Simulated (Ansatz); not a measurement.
# AlAsH6N2 + H2: a complex and its separated parts

Aim: how far the complex at one end of a reaction step lies below its separated, relaxed parts, level by level.

The runs use Ansatz 0.2.0, Gaussian basis; PBE0-D4/def2-TZVP structures, single points in def2-TZVPP, no counterpoise correction.

Levels: SPW92, PBE-D4, BLYP-D4, r2SCAN-D4, B97M-V, PBE0-D4, B3LYP-D4, r2SCAN0-D4, BHLYP-D4, CAM-B3LYP-D4, wB97X-V, wB97M-V, B2PLYP, PBE-QIDH, RPA on PBE, Hartree-Fock, MP2, CCSD, CCSD(T).

Correlated methods freeze the cores. Filled d shells of the heavier atoms are correlated. B3LYP uses VWN-RPA correlation. B2PLYP carries no dispersion term here.

94 further runs of the same task are left out: 94 set aside as unsound or not needed. Runs told in other sessions of the task aren't counted.

### 1 Where the work starts

The complex: 12 atoms, charge 0, spin multiplicity 1.

Atoms are counted from 1 here; the program's logs count them from 0.

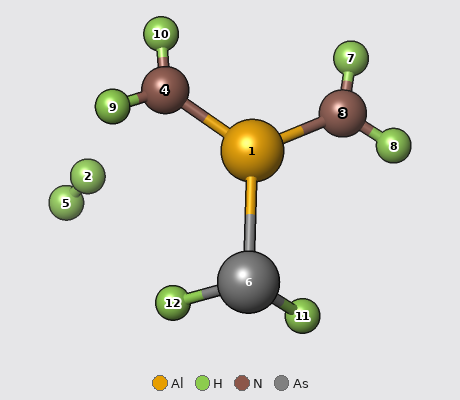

The starting geometry (aluminium amber, hydrogen green, nitrogen brown, arsenic grey); atoms are numbered from 1 in the order of the file.

As a file:

```mol
AlAsH8N2
  3D, bonds by distance, orders not assigned

 12 10  0  0  0  0  0  0  0  0999 V2000
    0.2976   -0.0163    0.6897 Al  0  0
   -1.7530   -0.0043   -2.1200 H   0  0
    0.8720    1.5276    1.3330 N   0  0
   -1.4354   -0.3797    0.6837 N   0  0
   -1.7984    0.0143   -2.8666 H   0  0
    1.8770   -1.6928   -0.0867 As  0  0
    0.2982    2.2483    1.7393 H   0  0
    1.8358    1.8172    1.3229 H   0  0
   -1.8256   -1.2542    0.3733 H   0  0
   -2.1669    0.2245    1.0209 H   0  0
    2.7347   -0.6073   -0.7265 H   0  0
    1.0640   -1.8773   -1.3629 H   0  0
  1  3  8  0
  1  4  8  0
  1  6  8  0
  2  5  8  0
  3  7  8  0
  3  8  8  0
  4  9  8  0
  4 10  8  0
  6 11  8  0
  6 12  8  0
M  END
```

Its parts: AlAsH6N2 holds atoms 1, 3, 4, 6, 7, 8, 9, 10, 11, 12; H2 holds atoms 2, 5. Each part counts its atoms afresh in its own runs.

### 2 Relaxing AlAsH6N2 alone

relax-a/in.yaml reads:

```yaml
crystal:
  periodic: [false, false, false]
  atoms:
    - {symbol: Al, position_ang: [0.297580, -0.016306, 0.689750]}
    - {symbol: N, position_ang: [0.872017, 1.527587, 1.332960]}
    - {symbol: N, position_ang: [-1.435374, -0.379748, 0.683744]}
    - {symbol: As, position_ang: [1.877029, -1.692802, -0.086670]}
    - {symbol: H, position_ang: [0.298203, 2.248333, 1.739255]}
    - {symbol: H, position_ang: [1.835784, 1.817203, 1.322875]}
    - {symbol: H, position_ang: [-1.825597, -1.254171, 0.373300]}
    - {symbol: H, position_ang: [-2.166941, 0.224526, 1.020863]}
    - {symbol: H, position_ang: [2.734691, -0.607333, -0.726479]}
    - {symbol: H, position_ang: [1.064026, -1.877336, -1.362920]}
basis:
  gaussian: {orbitals: def2-TZVP}
hamiltonian: {xc: pbe0, dispersion: d4}
relax: {f_tol: 0.005, max_steps: 200}
```

On the command line:

```
ansatz run in.yaml --threads 8 --pin off --events-out ev --progress --plain --max-ram 19148MiB
```

Standard output, shortened:

```text
Functional definition: PBE0
  name "PBE0"
  cite "Adamo & Barone, J. Chem. Phys. 110, 6158 (1999) doi:10.1063/1.478522"
  cite "Perdew, Burke & Ernzerhof, Phys. Rev. Lett. 77, 3865 (1996) doi:10.1103/PhysRevLett.77.3865"
  parent pbe
[...]
1276 factors; their error is unknown
[...]
mean field -70506.12083450 eV, -2591.0521499028 hartree, gradient 1.2e-5 eV, S^2 0.000000; 0 other end points of the search recorded, 0 dependent functions left out
[...]
reference -70506.12086721 eV, -2591.0521511048 hartree; 33, 33 occupied and 150, 150 virtual orbitals, 1276 factors
[...]
Atom 2 at    -1.426451    -0.380459     0.682547 Å, force     0.000214     0.000610     0.000203 eV/Å
Atom 3 at     1.905536    -1.667938    -0.074485 Å, force    -0.000041     0.002207    -0.003809 eV/Å
Atom 4 at     0.294101     2.257249     1.742002 Å, force     0.000010     0.000470    -0.000011 eV/Å
Atom 5 at     1.839120     1.812930     1.369550 Å, force    -0.000318    -0.000372    -0.000174 eV/Å
Atom 6 at    -1.816425    -1.230130     0.310151 Å, force    -0.001187    -0.001454    -0.000836 eV/Å
Atom 7 at    -2.161075     0.215801     1.026754 Å, force    -0.000724     0.000735     0.000343 eV/Å
Atom 8 at     2.694219    -0.590248    -0.809645 Å, force    -0.002057    -0.002759     0.001158 eV/Å
Atom 9 at     1.046976    -1.952709    -1.301530 Å, force     0.002241     0.000601     0.002013 eV/Å
Dipole moment:    -0.247823     0.273947     0.070116 e Å
```

It took 56 s on 8 threads of Intel Xeon at 2.50GHz, shared host.

Step by step:

| step | energy from step 1 (eV) | largest force component (eV/Å) |
| --- | --- | --- |
| 1 | 0.0000 | 0.0619 |
| 2 | -0.0004 | 0.0295 |
| 3 | -0.0005 | 0.0196 |
| 4 | -0.0005 | 0.0105 |
| 5 | -0.0006 | 0.0118 |
| 6 | -0.0006 | 0.0038 |
| 7 | -0.0006 | 0.0076 |
| 8 | -0.0006 | 0.0137 |
| 9 | -0.0006 | 0.0114 |
| 10 | -0.0007 | 0.0164 |
| 11 | -0.0007 | 0.0143 |
| 12 | -0.0007 | 0.0123 |
| 13 | -0.0007 | 0.0097 |
| 14 | -0.0007 | 0.0064 |
| 15 | -0.0007 | 0.0038 |

Distances of close pairs at the start and the end, largest changes first:

```
   bond  before (Å)  after (Å)  change (Å)
 Al1–N3       1.771      1.769      -0.002
Al1–As4       2.431      2.432      +0.001
 Al1–N2       1.768      1.769      +0.001
  N3–H7       1.007      1.006      -0.000
 As4–H9       1.524      1.524      +0.000
  N3–H8       1.007      1.007      -0.000
  N2–H5       1.007      1.007      -0.000
  N2–H6       1.006      1.006      -0.000
```

### 3 Relaxing H2 alone

relax-b/in.yaml reads:

```yaml
crystal:
  periodic: [false, false, false]
  atoms:
    - {symbol: H, position_ang: [-1.752982, -0.004281, -2.119951]}
    - {symbol: H, position_ang: [-1.798435, 0.014328, -2.866627]}
basis:
  gaussian: {orbitals: def2-TZVP}
hamiltonian: {xc: pbe0, dispersion: d4}
relax: {f_tol: 0.005, max_steps: 200}
```

On the command line:

```
ansatz run in.yaml --threads 8 --pin off --events-out ev --progress --plain --max-ram 19148MiB
```

Standard output, shortened:

```text
[... 5 set-up lines as earlier in the session ...]
[...]
88 factors; their error is unknown
[...]
mean field -31.78856715 eV, -1.1682082957 hartree, gradient 1.7e-5 eV, S^2 0.000000; 0 other end points of the search recorded, 0 dependent functions left out
[...]
reference -31.78866856 eV, -1.1682120226 hartree; 1, 1 occupied and 11, 11 virtual orbitals, 88 factors
Total energy: -31.79027512 eV, -1.1682710624 hartree
Atom 0 at    -1.753047    -0.004255    -2.121011 Å, force    -0.000105     0.000043    -0.001718 eV/Å
Atom 1 at    -1.798370     0.014302    -2.865567 Å, force     0.000105    -0.000043     0.001718 eV/Å
Dipole moment:     0.000000    -0.000000     0.000000 e Å
```

Run time: 0.3 s. Hardware: 8 threads of Intel Xeon at 2.50GHz, shared host.

Step by step:

```csv
step,energy from step 1 (eV),largest force component (eV/Å)
1,0.0000,0.0778
2,-0.0001,0.0017
```

The bond:

| bond | before (Å) | after (Å) | change (Å) |
| --- | --- | --- | --- |
| H1–H2 | 0.748 | 0.746 | -0.002 |

### 4 SPW92/def2-TZVPP

parta/in.yaml reads:

```yaml
crystal:
  periodic: [false, false, false]
  atoms:
    - {symbol: Al, position_ang: [0.302597, -0.006989, 0.691093]}
    - {symbol: N, position_ang: [0.872819, 1.532446, 1.350241]}
    - {symbol: N, position_ang: [-1.426451, -0.380459, 0.682547]}
    - {symbol: As, position_ang: [1.905536, -1.667938, -0.074485]}
    - {symbol: H, position_ang: [0.294101, 2.257249, 1.742002]}
    - {symbol: H, position_ang: [1.839120, 1.812930, 1.369550]}
    - {symbol: H, position_ang: [-1.816425, -1.230130, 0.310151]}
    - {symbol: H, position_ang: [-2.161075, 0.215801, 1.026754]}
    - {symbol: H, position_ang: [2.694219, -0.590248, -0.809645]}
    - {symbol: H, position_ang: [1.046976, -1.952709, -1.301530]}
basis:
  gaussian: {orbitals: def2-TZVPP}
hamiltonian: {xc: lda}
```

partb/in.yaml reads:

```yaml
crystal:
  periodic: [false, false, false]
  atoms:
    - {symbol: H, position_ang: [-1.753047, -0.004255, -2.121011]}
    - {symbol: H, position_ang: [-1.798370, 0.014302, -2.865567]}
basis:
  gaussian: {orbitals: def2-TZVPP}
hamiltonian: {xc: lda}
```

The same command starts each run, in its folder.

On the command line:

```
ansatz run in.yaml --threads 8 --pin off --events-out ev --progress --plain --max-ram 19148MiB
```

Output in parta, shortened:

```text
Functional definition: SPW92
  name "SPW92"
  cite "Dirac, Proc. Camb. Phil. Soc. 26, 376 (1930) doi:10.1017/S0305004100016108"
  cite "Slater, Phys. Rev. 81, 385 (1951) doi:10.1103/PhysRev.81.385"
  cite "Perdew & Wang, Phys. Rev. B 45, 13244 (1992) doi:10.1103/PhysRevB.45.13244"
[...]
1306 factors; their error is unknown
[...]
mean field -70376.86674470 eV, -2586.3021497143 hartree, gradient 2.0e-5 eV, S^2 0.000000; 0 other end points of the search recorded, 0 dependent functions left out
reference -70376.86678481 eV, -2586.3021511880 hartree; 33, 33 occupied and 203, 203 virtual orbitals, 1306 factors
Total energy: -70376.86678481 eV, -2586.3021511880 hartree
```

Log of partb, shortened:

```text
[... 5 set-up lines as earlier in the session ...]
[...]
118 factors; their error is unknown
[...]
mean field -30.93529703 eV, -1.1368511970 hartree, gradient 4.4e-5 eV, S^2 0.000000; 0 other end points of the search recorded, 0 dependent functions left out
reference -30.93531770 eV, -1.1368519569 hartree; 1, 1 occupied and 27, 27 virtual orbitals, 118 factors
Total energy: -30.93531770 eV, -1.1368519569 hartree
```

They took 1.9 s (parta), 0.15 s (partb) on 8 threads of Intel Xeon at 2.50GHz, shared host.

### 5 PBE-D4/def2-TZVPP

The same edit goes into each in.yaml of step 4 (parta, partb):

```diff
-hamiltonian: {xc: lda}
+hamiltonian: {xc: pbe, dispersion: d4}
```

Each run has its own folder and the same command.

On the command line:

```
ansatz run in.yaml --threads 8 --pin off --events-out ev --progress --plain --max-ram 19148MiB
```

Log of parta, shortened:

```text
Functional definition: PBE
  name "PBE"
[... 2 set-up lines as earlier in the session ...]
[...]
1306 factors; their error is unknown
[...]
mean field -70503.59327207 eV, -2590.9592636968 hartree, gradient 2.2e-5 eV, S^2 0.000000; 0 other end points of the search recorded, 0 dependent functions left out
reference -70503.59331457 eV, -2590.9592652584 hartree; 33, 33 occupied and 203, 203 virtual orbitals, 1306 factors
Total energy: -70503.79493970 eV, -2590.9666748453 hartree
```

partb printed, shortened:

```text
[... 4 set-up lines as earlier in the session ...]
[...]
118 factors; their error is unknown
[...]
mean field -31.73222224 eV, -1.1661376583 hartree, gradient 3.1e-5 eV, S^2 0.000000; 0 other end points of the search recorded, 0 dependent functions left out
reference -31.73224391 eV, -1.1661384549 hartree; 1, 1 occupied and 27, 27 virtual orbitals, 118 factors
Total energy: -31.73426314 eV, -1.1662126601 hartree
```

They took 2.7 s (parta), 0.2 s (partb) on 8 threads of Intel Xeon at 2.50GHz, shared host.

### 6 BLYP-D4/def2-TZVPP

Each input of step 5 (parta, partb) changes in the same lines:

```diff
-hamiltonian: {xc: pbe, dispersion: d4}
+hamiltonian: {xc: {name: BLYP}, dispersion: d4}
```

One command serves all of them, each in its own folder.

On the command line:

```
ansatz run in.yaml --threads 8 --pin off --events-out ev --progress --plain --max-ram 19148MiB
```

parta printed, shortened:

```text
Functional definition: BLYP
  name "BLYP"
  cite "Becke, Phys. Rev. A 38, 3098 (1988) doi:10.1103/PhysRevA.38.3098"
  cite "Lee, Yang & Parr, Phys. Rev. B 37, 785 (1988) doi:10.1103/PhysRevB.37.785"
[...]
1306 factors; their error is unknown
[...]
mean field -70520.52825871 eV, -2591.5816129767 hartree, gradient 2.6e-5 eV, S^2 0.000000; 0 other end points of the search recorded, 0 dependent functions left out
reference -70520.52862039 eV, -2591.5816262681 hartree; 33, 33 occupied and 203, 203 virtual orbitals, 1306 factors
Total energy: -70520.95664489 eV, -2591.5973558786 hartree
```

Log of partb, shortened:

```text
[... 4 set-up lines as earlier in the session ...]
[...]
118 factors; their error is unknown
[...]
mean field -31.82604661 eV, -1.1695856403 hartree, gradient 8.3e-5 eV, S^2 0.000000; 0 other end points of the search recorded, 0 dependent functions left out
reference -31.82623903 eV, -1.1695927117 hartree; 1, 1 occupied and 27, 27 virtual orbitals, 118 factors
Total energy: -31.83113693 eV, -1.1697727062 hartree
```

Wall times: 2.4 s (parta), 0.2 s (partb) on 8 threads of Intel Xeon at 2.50GHz, shared host.

### 7 r2SCAN-D4/def2-TZVPP

The same edit goes into each in.yaml of step 6 (parta, partb):

```diff
-hamiltonian: {xc: {name: BLYP}, dispersion: d4}
+hamiltonian: {xc: r2scan, dispersion: d4}
```

One command serves all of them, each in its own folder.

On the command line:

```
ansatz run in.yaml --threads 8 --pin off --events-out ev --progress --plain --max-ram 19148MiB
```

Output in parta, shortened:

```text
Functional definition: r2SCAN
  name "r2SCAN"
  cite "Furness, Kaplan, Ning, Perdew & Sun, J. Phys. Chem. Lett. 11, 8208 (2020) doi:10.1021/acs.jpclett.0c02405"
  cite "Furness, Kaplan, Ning, Perdew & Sun, J. Phys. Chem. Lett. 11, 9248 (2020) doi:10.1021/acs.jpclett.0c03077"
  parent r2scan
[...]
1306 factors; their error is unknown
[...]
mean field -70517.69138145 eV, -2591.4773596604 hartree, gradient 4.0e-5 eV, S^2 0.000000; 0 other end points of the search recorded, 0 dependent functions left out
reference -70517.69139402 eV, -2591.4773601223 hartree; 33, 33 occupied and 203, 203 virtual orbitals, 1306 factors
Total energy: -70517.74130270 eV, -2591.4791942323 hartree
```

partb printed, shortened:

```text
[... 5 set-up lines as earlier in the session ...]
[...]
118 factors; their error is unknown
[...]
mean field -31.87204976 eV, -1.1712762251 hartree, gradient 4.1e-5 eV, S^2 0.000000; 0 other end points of the search recorded, 0 dependent functions left out
reference -31.87205638 eV, -1.1712764683 hartree; 1, 1 occupied and 27, 27 virtual orbitals, 118 factors
Total energy: -31.87255776 eV, -1.1712948938 hartree
```

They took 3.8 s (parta), 0.5 s (partb) on 8 threads of Intel Xeon at 2.50GHz, shared host.

### 8 B97M-V/def2-TZVPP

The same edit goes into each in.yaml of step 7 (parta, partb):

```diff
-hamiltonian: {xc: r2scan, dispersion: d4}
+hamiltonian: {xc: {name: B97M-V}}
```

Each run has its own folder and the same command.

On the command line:

```
ansatz run in.yaml --threads 8 --pin off --events-out ev --progress --plain --max-ram 19148MiB
```

parta printed, shortened:

```text
Functional definition: B97M-V
  name "B97M-V"
  cite "Mardirossian & Head-Gordon, J. Chem. Phys. 142, 074111 (2015) doi:10.1063/1.4907719"
  cite "Becke, J. Chem. Phys. 107, 8554 (1997) doi:10.1063/1.475007"
  cite "Vydrov & Van Voorhis, J. Chem. Phys. 133, 244103 (2010) doi:10.1063/1.3521275"
  # Of w^i u^j: cxij and so on, Table III.
[...]
  gx(w, u) = cx00 + cx01*u + cx02*u^2 + (cx10 + cx11*u)*w
[...]
  gos(w, u) = cos00 + cos01*u + cos03*u^3 + cos10*w + cos32*w^3*u^2
[...]
      + integral(e_c_pw_mod_opposite_spin*gos(b97_w_opposite, b97_u_opposite)) + vv10(b, c)
1306 factors; their error is unknown
[...]
mean field -70506.95040978 eV, -2591.0826362318 hartree, gradient 2.7e-5 eV, S^2 0.000000; 0 other end points of the search recorded, 0 dependent functions left out
reference -70506.95047274 eV, -2591.0826385455 hartree; 33, 33 occupied and 203, 203 virtual orbitals, 1306 factors
Total energy: -70506.95047274 eV, -2591.0826385455 hartree
```

Output in partb, shortened:

```text
[... 5 set-up lines as earlier in the session ...]
  # Of w^i u^j: cxij and so on, Table III.
[...]
  gx(w, u) = cx00 + cx01*u + cx02*u^2 + (cx10 + cx11*u)*w
  gss(w, u) = css00 + css02*u^2 + css10*w + (css32*w^3 + css42*w^4)*u^2
  gos(w, u) = cos00 + cos01*u + cos03*u^3 + cos10*w + cos32*w^3*u^2
[...]
      + integral(e_c_pw_mod_opposite_spin*gos(b97_w_opposite, b97_u_opposite)) + vv10(b, c)
118 factors; their error is unknown
[...]
mean field -31.90528991 eV, -1.1724977781 hartree, gradient 8.2e-6 eV, S^2 0.000000; 0 other end points of the search recorded, 0 dependent functions left out
reference -31.90531960 eV, -1.1724988690 hartree; 1, 1 occupied and 27, 27 virtual orbitals, 118 factors
Total energy: -31.90531960 eV, -1.1724988690 hartree
```

Times: 6.5 s (parta), 0.35 s (partb) on 8 threads of Intel Xeon at 2.50GHz, shared host.

### 9 PBE0-D4/def2-TZVPP

The same edit goes into each in.yaml of step 8 (parta, partb):

```diff
-hamiltonian: {xc: {name: B97M-V}}
+hamiltonian: {xc: pbe0, dispersion: d4}
+output: {orbitals: {seedname: orbitals}}
```

Each run has its own folder and the same command.

On the command line:

```
ansatz run in.yaml --threads 8 --pin off --events-out ev --progress --plain --max-ram 19148MiB
```

Log of parta, shortened:

```text
[... 5 set-up lines as earlier in the session ...]
[...]
1387 factors; their error is unknown
[...]
mean field -70506.24443836 eV, -2591.0566922609 hartree, gradient 6.1e-5 eV, S^2 0.000000; 0 other end points of the search recorded, 0 dependent functions left out
reference -70506.24447074 eV, -2591.0566934507 hartree; 33, 33 occupied and 203, 203 virtual orbitals, 1387 factors
Total energy: -70506.41790917 eV, -2591.0630671956 hartree
```

partb printed, shortened:

```text
[... 5 set-up lines as earlier in the session ...]
[...]
118 factors; their error is unknown
[...]
mean field -31.79610750 eV, -1.1684853983 hartree, gradient 5.5e-5 eV, S^2 0.000000; 0 other end points of the search recorded, 0 dependent functions left out
reference -31.79612349 eV, -1.1684859859 hartree; 1, 1 occupied and 27, 27 virtual orbitals, 118 factors
Total energy: -31.79773004 eV, -1.1685450258 hartree
```

Times: 3.9 s (parta), 0.2 s (partb) on 8 threads of Intel Xeon at 2.50GHz, shared host.

### 10 B3LYP-D4/def2-TZVPP

Each input of step 9 (parta, partb) changes in the same lines:

```diff
-hamiltonian: {xc: pbe0, dispersion: d4}
-output: {orbitals: {seedname: orbitals}}
+hamiltonian: {xc: {name: B3LYP}, dispersion: d4}
```

The same command starts each run, in its folder.

On the command line:

```
ansatz run in.yaml --threads 8 --pin off --events-out ev --progress --plain --max-ram 19148MiB
```

Output in parta, shortened:

```text
Functional definition: B3LYP
  name "B3LYP"
  cite "Stephens, Devlin, Chabalowski & Frisch, J. Phys. Chem. 98, 11623 (1994) doi:10.1021/j100096a001"
[... 2 set-up lines as earlier in the session ...]
  cite "Vosko, Wilk & Nusair, Can. J. Phys. 58, 1200 (1980) doi:10.1139/p80-159"
[...]
1373 factors; their error is unknown
[...]
mean field -70522.26762663 eV, -2591.6455335687 hartree, gradient 8.2e-5 eV, S^2 0.000000; 0 other end points of the search recorded, 0 dependent functions left out
reference -70522.26789788 eV, -2591.6455435369 hartree; 33, 33 occupied and 203, 203 virtual orbitals, 1373 factors
Total energy: -70522.59373530 eV, -2591.6575178415 hartree
```

Output in partb, shortened:

```text
[... 6 set-up lines as earlier in the session ...]
[...]
118 factors; their error is unknown
[...]
mean field -32.10922747 eV, -1.1799923450 hartree, gradient 4.6e-5 eV, S^2 0.000000; 0 other end points of the search recorded, 0 dependent functions left out
reference -32.10936957 eV, -1.1799975671 hartree; 1, 1 occupied and 27, 27 virtual orbitals, 118 factors
Total energy: -32.11252066 eV, -1.1801133675 hartree
```

Times: 3.5 s (parta), 0.2 s (partb) on 8 threads of Intel Xeon at 2.50GHz, shared host.

### 11 r2SCAN0-D4/def2-TZVPP

Each input of step 10 (parta, partb) changes in the same lines:

```diff
-hamiltonian: {xc: {name: B3LYP}, dispersion: d4}
+hamiltonian: {xc: {name: r2SCAN0}, dispersion: d4}
```

Each run has its own folder and the same command.

On the command line:

```
ansatz run in.yaml --threads 8 --pin off --events-out ev --progress --plain --max-ram 19148MiB
```

parta printed, shortened:

```text
Functional definition: r2SCAN0
  name "r2SCAN0"
  cite "Bursch, Neugebauer, Ehlert & Grimme, J. Chem. Phys. 156, 134105 (2022) doi:10.1063/5.0086040"
[... 3 set-up lines as earlier in the session ...]
[...]
1387 factors; their error is unknown
[...]
mean field -70516.79323116 eV, -2591.4443532458 hartree, gradient 5.0e-5 eV, S^2 0.000000; 0 other end points of the search recorded, 0 dependent functions left out
reference -70516.79324111 eV, -2591.4443536118 hartree; 33, 33 occupied and 203, 203 virtual orbitals, 1387 factors
Total energy: -70516.85322678 eV, -2591.4465580443 hartree
```

Log of partb, shortened:

```text
[... 6 set-up lines as earlier in the session ...]
[...]
118 factors; their error is unknown
[...]
mean field -31.85186826 eV, -1.1705345684 hartree, gradient 1.4e-5 eV, S^2 0.000000; 0 other end points of the search recorded, 0 dependent functions left out
reference -31.85187338 eV, -1.1705347568 hartree; 1, 1 occupied and 27, 27 virtual orbitals, 118 factors
Total energy: -31.85241476 eV, -1.1705546520 hartree
```

Wall times: 5.5 s (parta), 0.61 s (partb) on 8 threads of Intel Xeon at 2.50GHz, shared host.

### 12 BHLYP-D4/def2-TZVPP

The same edit goes into each in.yaml of step 11 (parta, partb):

```diff
-hamiltonian: {xc: {name: r2SCAN0}, dispersion: d4}
+hamiltonian: {xc: {name: BHLYP}, dispersion: d4}
```

The same command starts each run, in its folder.

On the command line:

```
ansatz run in.yaml --threads 8 --pin off --events-out ev --progress --plain --max-ram 19148MiB
```

Log of parta, shortened:

```text
Functional definition: BHLYP
  name "BHLYP"
  cite "Becke, J. Chem. Phys. 98, 1372 (1993) doi:10.1063/1.464304"
[... 2 set-up lines as earlier in the session ...]
[...]
1455 factors; their error is unknown
[...]
mean field -70518.11578183 eV, -2591.4929560866 hartree, gradient 2.9e-5 eV, S^2 0.000000; 0 other end points of the search recorded, 0 dependent functions left out
reference -70518.11596742 eV, -2591.4929629071 hartree; 33, 33 occupied and 203, 203 virtual orbitals, 1455 factors
Total energy: -70518.39069122 eV, -2591.5030588203 hartree
```

Log of partb, shortened:

```text
[... 5 set-up lines as earlier in the session ...]
[...]
118 factors; their error is unknown
[...]
mean field -31.83805358 eV, -1.1700268885 hartree, gradient 5.6e-5 eV, S^2 0.000000; 0 other end points of the search recorded, 0 dependent functions left out
reference -31.83814914 eV, -1.1700304004 hartree; 1, 1 occupied and 27, 27 virtual orbitals, 118 factors
Total energy: -31.83989274 eV, -1.1700944762 hartree
```

They took 3.3 s (parta), 0.2 s (partb) on 8 threads of Intel Xeon at 2.50GHz, shared host.

[end of part 1 of 2]
